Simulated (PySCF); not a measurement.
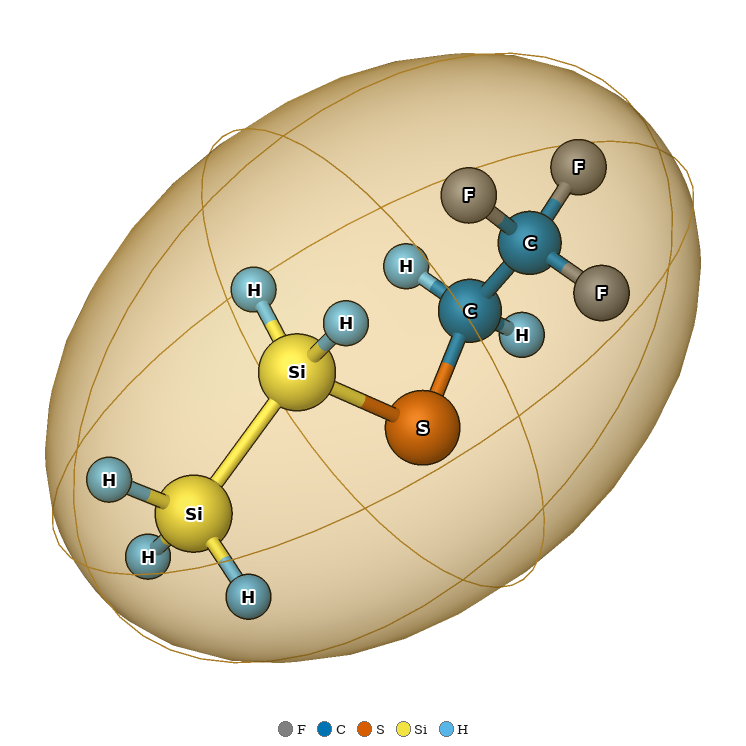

The ellipsoid shows the static dipole polarisability: its half-axes are proportional to the principal values. The geometry was computed by an optimisation with GFN2-xTB. No frequency run is at hand to confirm it as a minimum. Method: CAM-B3LYP/def2-SVPD (PySCF 2.14.0).

Question. How large and how anisotropic is the polarisability?

Answer. Principal values 86.0, 95.1, 133.6 bohr³; mean 104.9 bohr³ (15.55 Å³); anisotropy 43.7 bohr³, so the longest axis is 1.55 times the shortest.

The geometry is semi-empirical. Around Si such bond lengths and angles can be off by a tenth of an ångström or more and by several degrees, and values that hang on the shape move with them.
